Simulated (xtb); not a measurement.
## Run report: C₂H₃BrFGa, calculation of the molecule and its ions

The run: calculation of the molecule and its ions of C₂H₃BrFGa, SMILES C=[CH][Ga]([F])[Br]. Method and program: GFN1-xTB (xtb 6.7.1).

The geometry was optimised with GFN2-xTB.

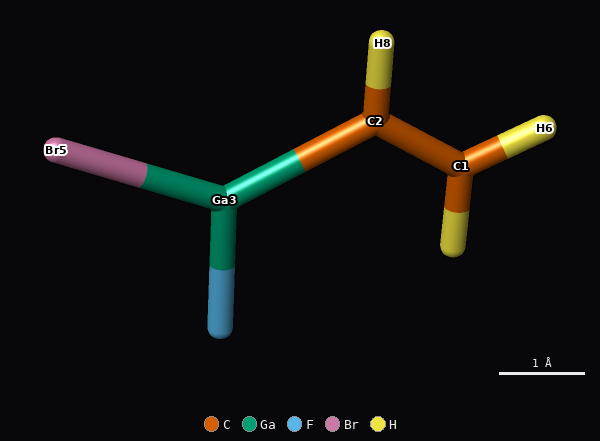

**Figure 1.** The structure (stick view, seen at a tilt; atoms are numbered from 1 in the order of the input). Sticks mark near contacts. Bond lengths as drawn: Br–Ga 2.30 Å, C–C 1.32 Å, C–Ga 2.02 Å, C–H 1.08 Å and F–Ga 1.76 Å.

### Input file (geom.xyz)
```
8

C     -0.94234000    -0.54684000     1.03127300
C      0.10505000     0.20656300     0.75108900
Ga     0.72237100     0.35566400    -1.16995200
F     -0.21956800    -0.56237600    -2.34543200
Br     2.46921200     1.53883400    -2.07357200
H     -1.31385300    -0.66104800     2.04067000
H     -1.47826700    -1.08622800     0.26040600
H      0.65739400     0.75542100     1.50551700
```

Launched with:
```bash
xtb geom.xyz --vipea --acc 100 --chrg 0 --gfn2 -P 1 > out.txt 2> xtb.err
```

### Log
```
* xtb version 6.7.1
   ID    Z sym.   atoms
    1    6 C      1, 2
    2   31 Ga     3
    3    9 F      4
    4   35 Br     5
    5    1 H      6-8

           -------------------------------------------------
          |                Calculation Setup                |
           -------------------------------------------------

          program call               : xtb geom.xyz --vipea --acc 100 --chrg 0 --gfn2 -P 1
          coordinate file            : geom.xyz
          omp threads                :                     1

           -------------------------------------------------
          |                 G F N 1 - x T B                 |
           -------------------------------------------------

      * Hamiltonian:
        H0-scaling (s, p, d)           1.850000    2.250000    2.000000
        zeta-weighting                 0.000000
      * Dispersion:
        s8                             2.400000
        a1                             0.630000
        a2                             5.000000
        s9                             0.000000
      * Repulsion:
        kExp                           1.500000
        rExp                           1.000000
      * Coulomb:
        alpha                          2.000000
        third order                    atomic
        anisotropic                    false
      * Halogen bond correction:
        rad-scale                      1.300000
        damping                        0.440000

          ...................................................
          :                      SETUP                      :
          :.................................................:
          :  # basis functions                  38          :
          :  # atomic orbitals                  36          :
          :  # shells                           18          :
          :  # electrons                        28          :
          :  # halogen bonds                     0          :
          :  max. iterations                   250          :
          :  Hamiltonian                  GFN1-xTB          :
          :  restarted?                      false          :
          :  GBSA solvation                  false          :
          :  PC potential                    false          :
          :  electronic temp.          300.0000000     K    :
          :  accuracy                  100.0000000          :
          :  -> integral cutoff          0.2000000E+02      :
          :  -> integral neglect         0.1000000E-05      :
          :  -> SCF convergence          0.1000000E-03 Eh   :
          :  -> wf. convergence          0.2000000E-02 e    :
          :  Broyden damping             0.4000000          :
          :  net charge                          0          :
          :  unpaired electrons                  0          :
          ...................................................

 iter      E             dE          RMSdq      gap      omega  full diag
   1    -16.2633167 -0.162633E+02  0.767E+00    3.78       0.0  T
   2    -16.3220296 -0.587129E-01  0.474E+00    4.70       1.0  T
   3    -16.3127269  0.930270E-02  0.288E+00    3.70       1.0  T
   4    -16.3683120 -0.555851E-01  0.367E-01    4.61       1.0  T
   5    -16.3695175 -0.120552E-02  0.918E-02    4.59       1.0  T
   6    -16.3695482 -0.307374E-04  0.191E-02    4.59       1.8  T
   7    -16.3695499 -0.170123E-05  0.918E-03    4.59       3.9  T

   *** convergence criteria satisfied after 7 iterations ***

         #    Occupation            Energy/Eh            Energy/eV
      -------------------------------------------------------------
         1        2.0000           -0.7687686             -20.9193
       ...           ...                  ...                  ...
         8        2.0000           -0.4809210             -13.0865
         9        2.0000           -0.4806764             -13.0799
        10        2.0000           -0.4732157             -12.8769
        11        2.0000           -0.4611240             -12.5478
        12        2.0000           -0.4569029             -12.4330
        13        2.0000           -0.4526377             -12.3169
        14        2.0000           -0.4321443             -11.7592 (HOMO)
        15                         -0.2635746              -7.1722 (LUMO)
        16                         -0.2488165              -6.7706
        17                         -0.1576109              -4.2888
        18                         -0.1363924              -3.7114
        19                         -0.1135844              -3.0908
       ...                                ...                  ...
        36                          0.6732384              18.3197
      -------------------------------------------------------------
                  HL-Gap            0.1685696 Eh            4.5870 eV
             Fermi-level           -0.3478595 Eh           -9.4657 eV

 SCC (total)                   0 d,  0 h,  0 min,  0.022 sec
 SCC setup                      ...        0 min,  0.000 sec (  0.925%)
 Dispersion                     ...        0 min,  0.000 sec (  0.303%)
 classical contributions        ...        0 min,  0.000 sec (  0.127%)
 integral evaluation            ...        0 min,  0.006 sec ( 26.445%)
 iterations                     ...        0 min,  0.005 sec ( 23.788%)
 molecular gradient             ...        0 min,  0.010 sec ( 46.461%)
 printout                       ...        0 min,  0.000 sec (  1.785%)

         :::::::::::::::::::::::::::::::::::::::::::::::::::::
         ::                     SUMMARY                     ::
         :::::::::::::::::::::::::::::::::::::::::::::::::::::
         :: total energy             -16.246008796932 Eh    ::
         :: gradient norm              0.041491882093 Eh/a0 ::
         :: HOMO-LUMO gap              4.587012950735 eV    ::
         ::.................................................::
         :: SCC energy               -16.369549928544 Eh    ::
         :: -> electrostatic           0.033731663697 Eh    ::
         :: repulsion energy           0.126074560433 Eh    ::
         :: dispersion energy         -0.002533428821 Eh    ::
         :: halogen bond corr.         0.000000000000 Eh    ::
         :: add. restraining           0.000000000000 Eh    ::
         :: total charge               0.000000000000 e     ::
         :::::::::::::::::::::::::::::::::::::::::::::::::::::

           -------------------------------------------------
          |        vertical delta SCC IP calculation        |
           -------------------------------------------------

 iter      E             dE          RMSdq      gap      omega  full diag
   1    -15.8165590 -0.158166E+02  0.154E+00    4.59       0.0  T
   2    -15.8228551 -0.629615E-02  0.950E-01    4.57       1.0  T
   3    -15.8217310  0.112415E-02  0.867E-01    4.42       1.0  T
   4    -15.8261363 -0.440537E-02  0.484E-01    4.52       1.0  T
   5    -15.8282808 -0.214447E-02  0.157E-01    4.48       1.0  T
   6    -15.8284272 -0.146437E-03  0.725E-02    4.46       1.0  T
   7    -15.8284660 -0.387101E-04  0.194E-02    4.47       1.8  T
   8    -15.8284698 -0.381850E-05  0.118E-02    4.48       3.0  T
     SCC iter.                  ...        0 min,  0.005 sec
     gradient                   ...        0 min,  0.010 sec
------------------------------------------------------------------------
empirical IP shift (eV):    4.8455
delta SCC IP (eV):    9.8780
------------------------------------------------------------------------
           -------------------------------------------------
          |        vertical delta SCC EA calculation        |
           -------------------------------------------------

 iter      E             dE          RMSdq      gap      omega  full diag
   1    -16.4417698 -0.164418E+02  0.342E+00    0.50       0.0  T
   2    -16.4270676  0.147022E-01  0.274E+00    0.73       1.0  T
   3    -16.4874309 -0.603632E-01  0.180E+00    0.29       1.0  T
   4    -16.4832175  0.421332E-02  0.160E+00    0.16       1.0  T
   5    -16.5002331 -0.170156E-01  0.119E+00    0.21       1.0  T
   6    -16.5063269 -0.609381E-02  0.943E-01    0.14       1.0  T
   7    -16.5149667 -0.863981E-02  0.462E-01    0.01       1.0  T
   8    -16.5176930 -0.272630E-02  0.818E-02    0.02       1.0  T
   9    -16.5174414  0.251634E-03  0.180E-01    0.04       1.0  T
  10    -16.5178085 -0.367064E-03  0.356E-02    0.02       1.0  T
  11    -16.5178155 -0.706596E-05  0.306E-02    0.02       1.2  T
  12    -16.5178277 -0.121260E-04  0.553E-03    0.02       6.4  T
  13    -16.5178279 -0.278590E-06  0.278E-03    0.02      12.7  T
     SCC iter.                  ...        0 min,  0.007 sec
     gradient                   ...        0 min,  0.012 sec
------------------------------------------------------------------------
empirical EA shift (eV):    4.8455
delta SCC EA (eV):   -0.8107
------------------------------------------------------------------------
           -------------------------------------------------
          |                Property Printout                |
           -------------------------------------------------

    * Orbital Energies and Occupations

         #    Occupation            Energy/Eh            Energy/eV
      -------------------------------------------------------------
         1        2.0000           -0.5738471             -15.6152
       ...           ...                  ...                  ...
         3        2.0000           -0.4244169             -11.5490
         4        2.0000           -0.3803346             -10.3494
         5        2.0000           -0.3508929              -9.5483
         6        2.0000           -0.3287885              -8.9468
         7        2.0000           -0.2983500              -8.1185
         8        2.0000           -0.2873658              -7.8196
         9        2.0000           -0.2861012              -7.7852
        10        2.0000           -0.2750534              -7.4846
        11        2.0000           -0.2530722              -6.8864
        12        2.0000           -0.2494196              -6.7871
        13        2.0000           -0.2335570              -6.3554
        14        2.0000           -0.2212532              -6.0206
        15        0.6125           -0.0401507              -1.0926 (HOMO)
        16        0.3875           -0.0392808              -1.0689 (LUMO)
        17                          0.0432681               1.1774
        18                          0.0672148               1.8290
        19                          0.0875937               2.3835
        20                          0.0946611               2.5759
        21                          0.0964953               2.6258
        22                          0.1040406               2.8311
        23                          0.1271109               3.4589
        24                          0.1634511               4.4477
        25                          0.1657352               4.5099
        26                          0.1820141               4.9529
       ...                                ...                  ...
        36                          0.8757284              23.8298
      -------------------------------------------------------------
                  HL-Gap            0.0008699 Eh            0.0237 eV
             Fermi-level           -0.0852089 Eh           -2.3187 eV

  Mulliken/CM5 charges         n(s)   n(p)   n(d)
     1C    -0.17861 -0.27903   1.002  3.177  0.000
     2C    -0.19205 -0.24229   1.055  3.137  0.000
     3Ga    0.08030  0.05668   1.350  1.119  0.450
     4F    -0.43233 -0.44741   1.798  5.634  0.000
     5Br   -0.20332 -0.17696   1.899  5.233  0.071
     6H    -0.04195  0.01087   1.042  0.000  0.000
     7H    -0.00438  0.05022   1.004  0.000  0.000
     8H    -0.02766  0.02791   1.028  0.000  0.000

Wiberg/Mayer (AO) data.
largest (>0.10) Wiberg bond orders for each atom

 ---------------------------------------------------------------------------
     #   Z sym  total        # sym  WBO       # sym  WBO       # sym  WBO
 ---------------------------------------------------------------------------
     1   6 C    3.629 --     2 C    1.589     6 H    0.965     7 H    0.962
     2   6 C    3.629 --     1 C    1.589     8 H    0.948     3 Ga   0.946
     3  31 Ga   3.222 --     5 Br   1.240     2 C    0.946     4 F    0.869
     4   9 F    0.970 --     3 Ga   0.869
     5  35 Br   1.389 --     3 Ga   1.240
     6   1 H    1.000 --     1 C    0.965
     7   1 H    1.008 --     1 C    0.962
     8   1 H    1.011 --     2 C    0.948
 ---------------------------------------------------------------------------

Topologies differ in total number of bonds
Writing topology from bond orders to xtbtopo.mol

 dipole moment from electron density (au)
     X       Y       Z
  -0.9043  -0.3632   1.9624  total (Debye):    5.569

           -------------------------------------------------
          | TOTAL ENERGY              -16.394286811372 Eh   |
          | GRADIENT NORM               0.133152423486 Eh/α |
          | HOMO-LUMO GAP               0.023670183807 eV   |
           -------------------------------------------------

------------------------------------------------------------------------
------------------------------------------------------------------------
 total:
 *  cpu-time:     0 d,  0 h,  0 min,  0.082 sec
 * ratio c/w:     0.965 speedup
 SCF:
 *  cpu-time:     0 d,  0 h,  0 min,  0.066 sec
 * ratio c/w:     0.957 speedup
```

### Standard error
```
normal termination of xtb
```

### Key numbers

```json
{"quantity": "outcome", "value": "converged"}
{"quantity": "electrons treated", "value": "28"}
{"quantity": "total energy", "value": "−16.246009 hartree"}
{"quantity": "dispersion energy", "value": "−0.002533 hartree"}
{"quantity": "basis functions", "value": "38"}
{"quantity": "hardware", "value": "1 thread of Intel Xeon @ 2.50GHz (Skylake/Cascade Lake), 189 GiB of memory available, shared host"}
{"quantity": "peak memory", "value": "0.073 GiB"}
```

### Remarks

Settings chosen away from the usual ones: method = gfn2-xtb; task = vipea; x = {"accuracy": 100}; geo = {"prev": "A"}. These settings are looser than, or depart from, a standard set-up, so the numbers are not reference values for this system.
